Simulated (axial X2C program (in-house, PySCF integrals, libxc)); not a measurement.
# OHfO⁺: bond lengths and stretches, held linear

Aim: the two bond lengths and stretching wavenumbers of linear OHfO⁺, with and without spin–orbit coupling, at PBE0, r2SCAN.

Method: all-electron X2C, two-component (2c) or spin-free, O dyall-av3z, Hf dyall-v3z; program: an in-house X2C program for linear molecules on PySCF integrals.

All values are calculated.

2 further runs of the same task are left out: 2 set aside as unsound or not needed.

## Step 1: The job

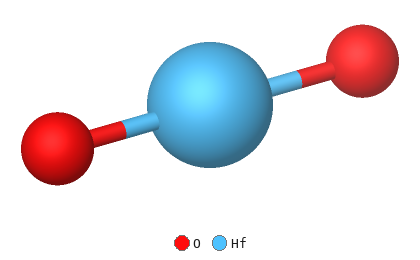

The atoms on one line, bonds 1.850 and 1.850 Å (oxygen red, hafnium blue).

task.json

```json
{
 "zs": [
  8,
  72,
  8
 ],
 "q": 1,
 "bas": [
  "dyall-av3z",
  "dyall-v3z",
  "dyall-av3z"
 ],
 "r0": [
  1.85,
  1.85
 ],
 "symm": 1,
 "scan": [
  "PBE0",
  "HF",
  "r2SCAN"
 ],
 "levels": [
  "PBE0",
  "HF",
  "BHandHLYP"
 ],
 "nst": 2
}
```

Keys: zs atomic numbers; q charge; bas basis sets; r0 starting distance in Å; symm equal bonds; scan levels of the two-bond scan; levels methods; nst determinants followed.

Started as:

```
$ python solin.py task.json out
```

Masses O 15.995, Hf 179.947, O 15.995 u.

## Step 2: Scan at PBE0, 2c

State: Ω = 1/2 (beyond evenly filled blocks: ω = 1/2). Energies above the lowest point, from the job's result record:

```csv
r(O–Hf) (Å),r(Hf–O) (Å),E (meV)
1.7472,1.7472,88.86
1.7472,1.7920,28.57
1.7472,1.8368,28.82
1.7920,1.7472,28.57
1.7920,1.7920,0.00
1.7920,1.8368,31.02
1.7920,1.8816,104.80
1.8368,1.7472,28.82
1.8368,1.7920,31.02
1.8368,1.8368,93.52
1.8816,1.7920,104.80
1.8816,1.8816,333.56
```

A quadratic surface with cubic terms in each bond gives the minimum at 1.790 and 1.790 Å, force constants 4.86, 4.86 and coupling 2.48 mdyn/Å.

## Step 3: Scan at r2SCAN, 2c

State: Ω = 1/2 (beyond evenly filled blocks: ω = 1/2). Energies above the lowest point, from the job's result record:

```
r(O–Hf) (Å)  r(Hf–O) (Å)  E (meV)
     1.7472       1.7472   112.36
     1.7472       1.7920    43.96
     1.7472       1.8368    43.80
     1.7920       1.7472    43.96
     1.7920       1.7920     0.00
     1.7920       1.8368    23.41
     1.7920       1.8816    98.23
     1.8368       1.7472    43.80
     1.8368       1.7920    23.41
     1.8368       1.8368    70.00
     1.8816       1.7920    98.23
     1.8816       1.8816   286.45
```

A quadratic surface with cubic terms in each bond gives the minimum at 1.796 and 1.796 Å, force constants 5.25, 5.25 and coupling 1.84 mdyn/Å.

## Step 4: Scan at PBE0, spin-free

State: M_S = 1/2, Λ = 0 (beyond evenly filled blocks: σα). Energies above the lowest point, from the job's result record:

| r(O–Hf) (Å) | r(Hf–O) (Å) | E (meV) |
| --- | --- | --- |
| 1.7472 | 1.7472 | 96.42 |
| 1.7472 | 1.7920 | 32.18 |
| 1.7472 | 1.8368 | 28.94 |
| 1.7920 | 1.7472 | 32.18 |
| 1.7920 | 1.7920 | 0.00 |
| 1.7920 | 1.8368 | 27.82 |
| 1.7920 | 1.8816 | 98.75 |
| 1.8368 | 1.7472 | 28.94 |
| 1.8368 | 1.7920 | 27.82 |
| 1.8368 | 1.8368 | 87.41 |
| 1.8816 | 1.7920 | 98.75 |
| 1.8816 | 1.8816 | 322.49 |

A quadratic surface with cubic terms in each bond gives the minimum at 1.792 and 1.792 Å, force constants 4.84, 4.84 and coupling 2.50 mdyn/Å.

## Step 5: Comparison

| level | r(O–Hf) (Å) | r(Hf–O) (Å) | lower stretch (cm⁻¹) | upper stretch (cm⁻¹) |
| --- | --- | --- | --- | --- |
| PBE0, 2c | 1.790 | 1.790 | 545.3 | 882.4 |
| r2SCAN, 2c | 1.796 | 1.796 | 652.4 | 867.1 |
| PBE0, spin-free | 1.792 | 1.792 | 540.4 | 882.5 |
| r2SCAN, spin-free | 1.797 | 1.797 | 649.3 | 867.8 |

Scans not shown above were run alike.

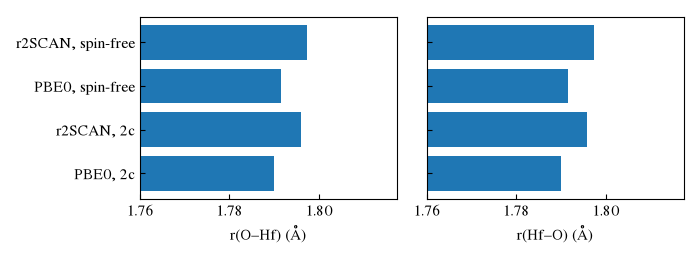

The two bond lengths by level.

**Reading.** Over the levels the O–Hf bond spans 1.790 to 1.797 Å and the Hf–O bond 1.790 to 1.797 Å. At PBE0 going from spin-free to two-component moves the bonds by -0.002 and -0.002 Å. Each state is one determinant, the lowest of a limited PBE0 search; the stretches come from a fit to few points and are good to some per cent at best. The lower stretch spreads by more than a fifth over the levels, so it depends strongly on the method. The stretches are sorted by size, and where the two bonds are alike the symmetric and antisymmetric modes can swap order between levels. The molecule was held linear; bending was not examined, so a bent shape may lie lower.
